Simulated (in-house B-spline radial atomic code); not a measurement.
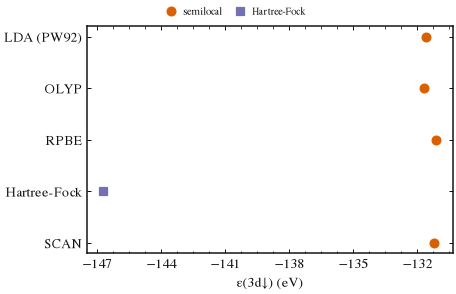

Ge⁶⁺ (Z = 32, 26 electrons); electrons: [Ar] 3d8 (high spin). All runs are scalar-relativistic, spin-polarised and spherical, computed with an in-house B-spline radial code (spin-free X2C). Hartree-Fock is the average over the configuration. The plot shows the eigenvalue (eV) of the 3d down orbital by 5 methods.

Question: How much do the methods differ, and in which order?

Answer: The deepest is Hartree-Fock (−147) and the shallowest RPBE (−131), a spread of 15.6 eV. In order (eV): Hartree-Fock (−147), OLYP (−132), LDA (PW92) (−132), SCAN (−131), RPBE (−131). On the whole, exact exchange removes self-interaction and deepens occupied levels.
